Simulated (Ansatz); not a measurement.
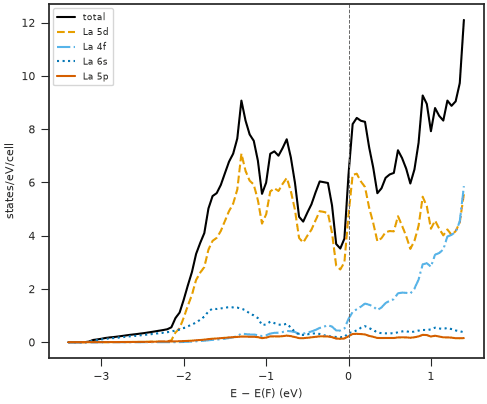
Figure. Total and projected density of states of La (dhcp (α-La type), P6_3/mmc), PBEsol in the plane-wave PAW code Ansatz

Question: Which orbitals carry the states next to the Fermi level?

Answer: Within 0.5 eV of the Fermi level: La 5d 75 %, La 4f 15 %, La 6s 6 %. Projections are on Löwdin-orthogonalised atomic valence shells; empty p or d shells of many metals are not among them.

Question: Where is the tallest occupied peak in this window, and what makes it?

Answer: Near -1.3 eV, about 9.1 states/eV per cell; the largest projected share is La 5d.

The PBEsol relaxation kept the symmetry of its start. Scalar-relativistic: spin–orbit coupling is off unless named, which matters more the heavier the elements.

Potentials: the earlier of the program's two PAW sets. The files were generated under PBE; for other functionals the program regenerates the frozen cores, and for LDA and PBEsol the local potential too.
